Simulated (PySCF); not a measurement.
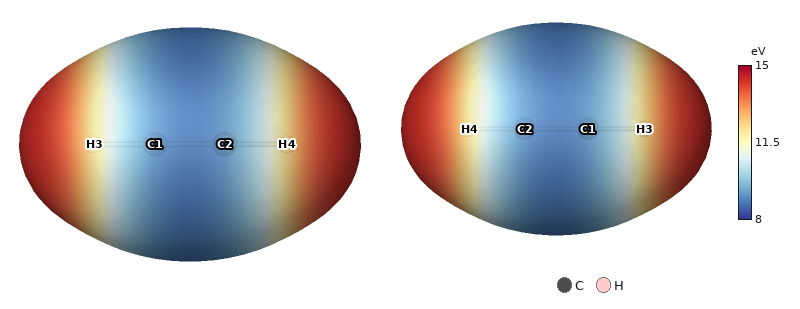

C2H2, SMILES `C#C`. Average local ionisation energy on the surface of electron density 0.001 a.u. (back view left, front view right).

Computed with PySCF, B3LYP/6-31G*, geometry: GFN2-xTB. No frequency check shows the geometry to be a minimum.

Q: Locate the minima of the map.

A: The lowest value is 8.7 eV, off the C1–C2 bond (2.1 Å from its atoms), and at like points elsewhere. For comparison, the highest occupied orbital lies at −7.7 eV.

Q: What volume does the surface enclose, and what is the dipole moment?

A: About 46 Å³; the dipole moment is 0.0 D.
